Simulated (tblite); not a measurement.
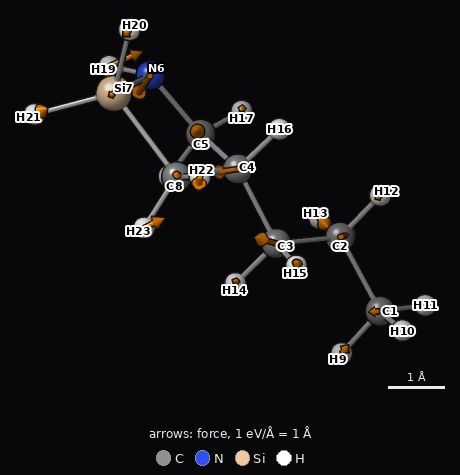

Starting geometry of C$_{6}$H$_{15}$NSi with the computed forces as orange arrows. The picture is a ball-and-stick view, seen from a free direction.

These are results of tblite 0.8.0, GFN2-xTB geometry optimisation, gas phase, not measurements. 

### What follows when this structure is relaxed?

It isn't relaxed: the largest force vector, on a C atom, is 1.18 eV/Å. The final displacements follow the starting forces only in part (cosine between the two patterns 0.41). Over 50 geometry steps the energy falls by 21.4 kJ/mol. The largest move after the best rigid fit is that of an H atom, 0.39 Å. Largest moves by element: H 0.39 Å, N 0.11 Å, C 0.07 Å, Si 0.04 Å. Near-neighbour distances that change, for instance: C–C 1.567 → 1.531 Å, C–N 1.478 → 1.449 Å, C–H 1.115 → 1.091 Å, H–Si 1.488 → 1.469 Å. Among the angles between lasting bonds that change: Si–N–H 111.0° → 125.9°, N–Si–H 108.0° → 116.2°, H–Si–H 116.8° → 110.6°.
